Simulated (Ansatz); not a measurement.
AsH3OSi

```xyz
6

O     0.7401   -1.0696    0.1156
Si   -0.2629   -0.0233   -0.6755
As   -0.2304   -0.3264    1.5727
H    -1.3156   -0.6354   -1.5178
H     0.3874    1.1336   -1.3325
H     0.7236    0.8569    1.7912
```

Geometry: PBE0-D4/def2-TZVP.

The calculation used RKS PBE0-D4/def2-TZVPP in Ansatz.

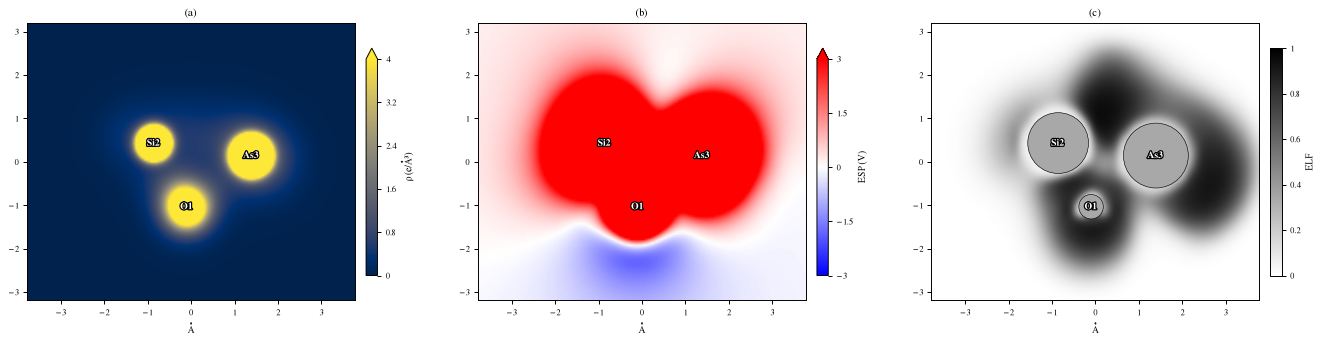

Figure 1. (a) electron density; (b) molecular electrostatic potential; (c) ELF on the plane of atoms O1, Si2 and As3. Grey discs cover the atomic cores in the ELF map.

### Read the bonding off the picture.

- The section cuts through O, Si and As sites.
- Si–O (1.65 Å): ρ is about 1.2 e/Å³ halfway; the ELF peaks at about 0.85 between the atoms, as expected for a shared but strongly polarised pair.
- As–O (1.90 Å): ρ at the midpoint is about 0.84 e/Å³; the ELF peaks at about 0.75 in the valence shell of O, 0.6 Å from its nucleus, and is about 0.45 at the midpoint.
- Si–As (2.27 Å): ρ at the midpoint is about 0.61 e/Å³; the ELF peaks at about 0.65 between the atoms.
- The ELF also peaks beside O1 and As3, away from the bonds: lone-pair regions.
- Outside the dense part of the molecule the potential is most negative (−1.8 V) near O1.

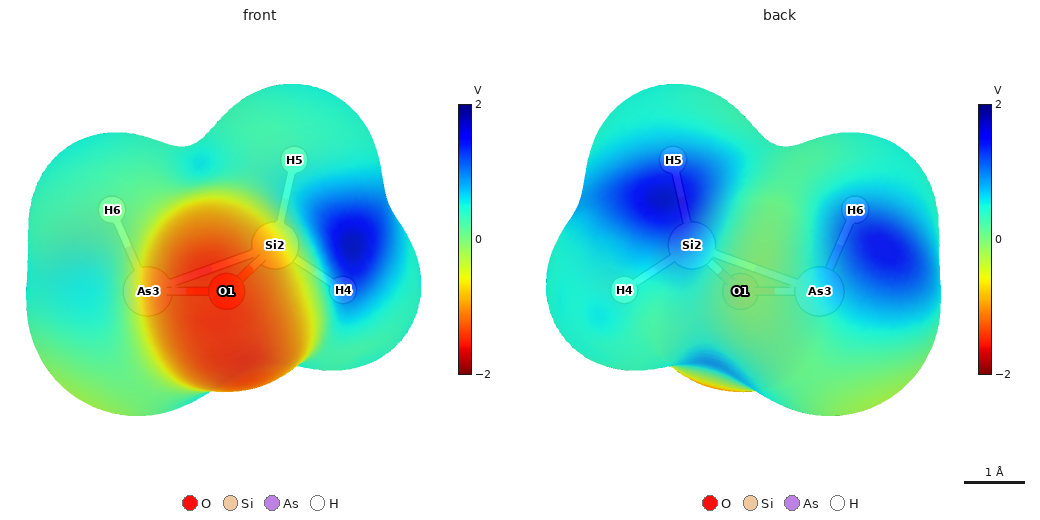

Figure 2. The electrostatic potential painted on the density surface at 0.002 e/bohr³, seen from the front and from behind; red is negative and blue positive.

### Which sites attract a positive test charge, and which a negative one?

A positive charge is drawn to the negative regions and a negative charge to the positive ones. The most negative region (about −1.5 V) lies over O1, the most positive (about +1.7 V) over Si2. O1 is the likeliest acceptor of a hydrogen bond.

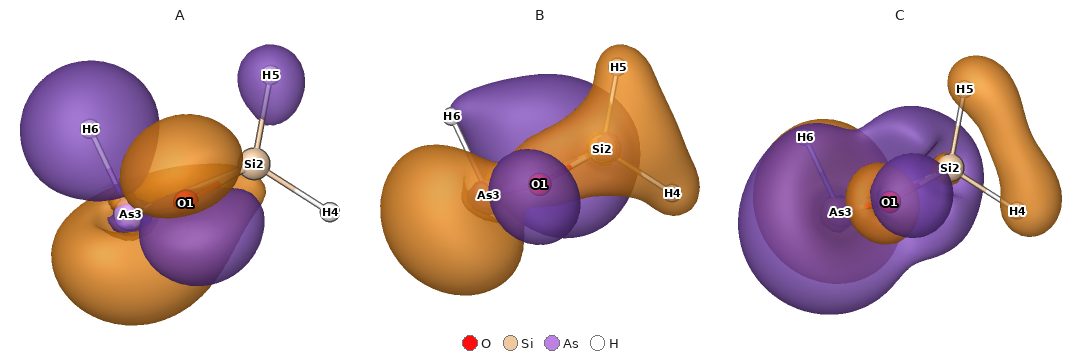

Figure 3. Three frontier orbitals at ±0.08 Å⁻³ᐟ² (orange and purple are the two phases), in no order.

### Order the three orbitals by energy and name them.

A is the HOMO−1 (−8.07 eV). It lies mainly on As3 (about 40 %), O1 (about 35 %) and H6 (about 15 %). B is the HOMO (−7.16 eV). It lies mainly on As3 (about 50 %), Si2 (about 25 %) and O1 (about 15 %). C is the LUMO (−1.27 eV). Its weight (Hirshfeld) is mainly on As3 (about 60 %), O1 (about 15 %) and Si2 (about 15 %).

### What is the HOMO–LUMO gap?

5.89 eV between the orbital energies.

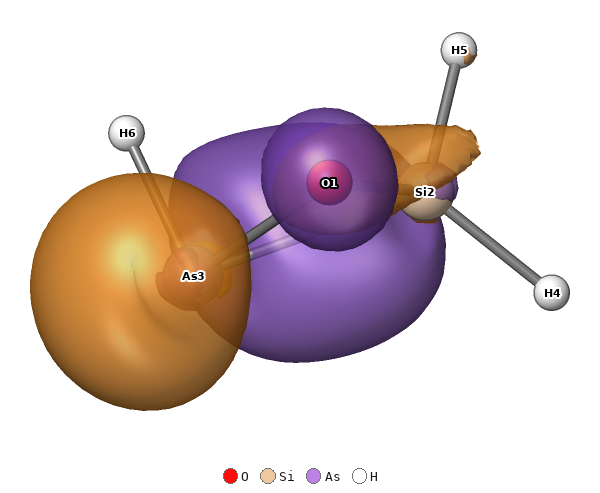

Figure 4. The HOMO at ±0.15 Å⁻³ᐟ² (orange and purple are the two phases), seen at a tilt.

### What is the character of this orbital?

By Hirshfeld shares it lies mainly on As3 (about 50 %), Si2 (about 25 %) and O1 (about 15 %). Its energy is −7.16 eV.
